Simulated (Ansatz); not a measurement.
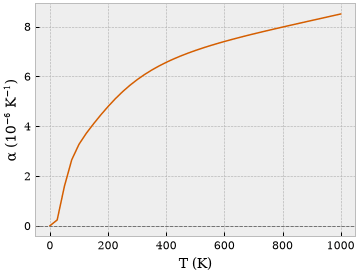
Fig. 1. Linear thermal expansion of rock salt TaC from quasi-harmonic lattice dynamics, PBEsol in Ansatz (an electronic-structure program)

Spin-orbit coupling is not included.

Question: Read off α at 300 K, and say whether it is negative anywhere.

Answer: About 5.9 × 10⁻⁶ K⁻¹. It is not negative in the range shown.
